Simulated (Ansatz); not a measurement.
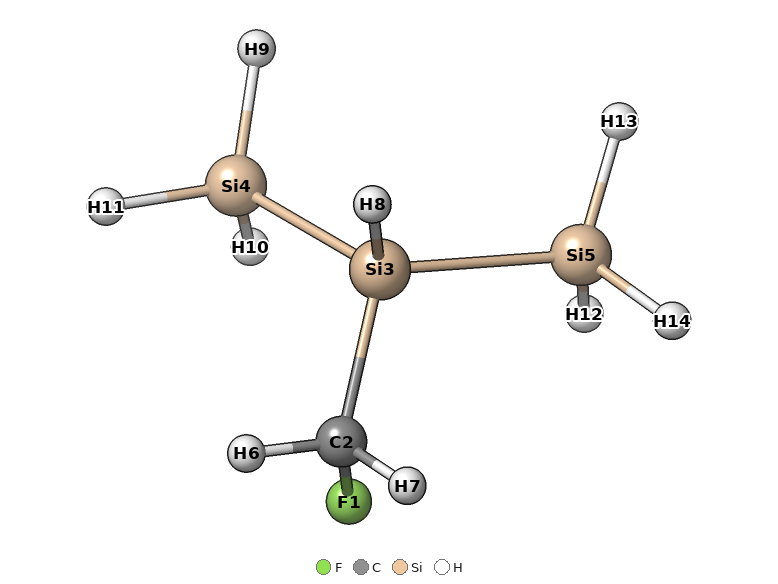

Numbered structure. The computed structure is the end point of a PBE-D4/def2-SVP optimisation. No frequency run is at hand to confirm it as a minimum.

What is the geometry at C2?

C2 has 4 neighbours (F1 at 1.40, Si3 at 1.93, H6 at 1.11, H7 at 1.11 Å); the arrangement is tetrahedral.

How are the neighbours of atom 3 arranged?

Si3 has 4 neighbours (C2 at 1.93, Si4 at 2.35, Si5 at 2.35, H8 at 1.51 Å); the arrangement is tetrahedral.

What is the geometry at Si4?

Si4 has 4 neighbours (Si3 at 2.35, H9 at 1.51, H10 at 1.50, H11 at 1.51 Å); the arrangement is tetrahedral.

What is the dihedral angle F1–C2–Si3–Si5?

60° in size, that is gauche.
